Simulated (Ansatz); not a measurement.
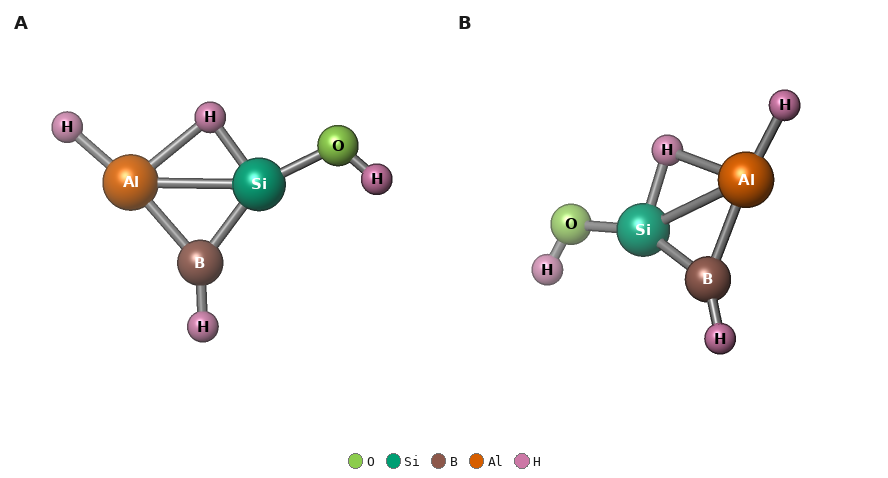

Depth is shown by fading: the farther an atom, the more it takes the colour of the background. The computed structure is the end point of a PBE-D4/def2-SVP optimisation. No frequency run is at hand to confirm it as a minimum.

### How are A and B related: the same structure turned, mirror images, conformers, diastereomers or constitutional isomers?

They are the same structure, AlBH4OSi, seen from two directions. With point group Cs it is achiral, so its mirror image would be the same too.
